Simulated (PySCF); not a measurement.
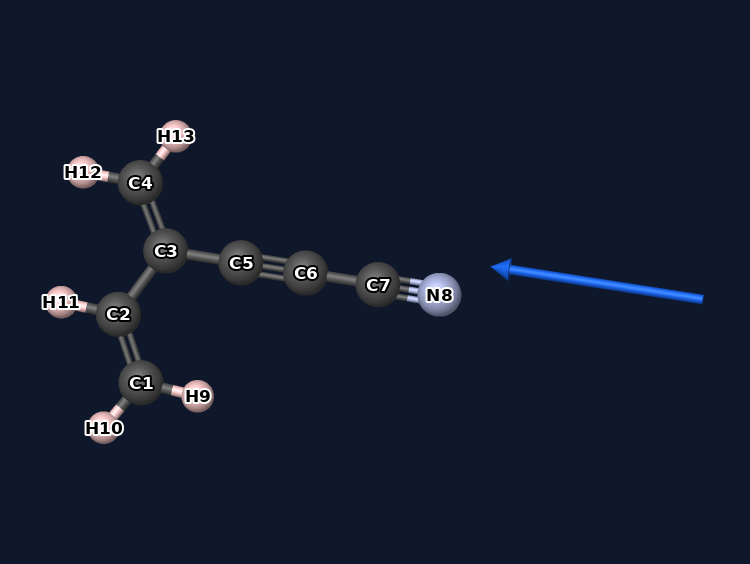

The arrow beside the molecule shows the direction of the dipole moment, from the negative to the positive end (its length means nothing). Computed geometry: GFN2-xTB optimisation. No frequency run is at hand to confirm it as a minimum. Level of theory: ωB97X-D/def2-SVPD, gas phase (PySCF 2.14.0).

> How large is the dipole moment?

5.09 D; it points from the side of N8 to the side of H11, H12 (the outermost atoms at the two ends).
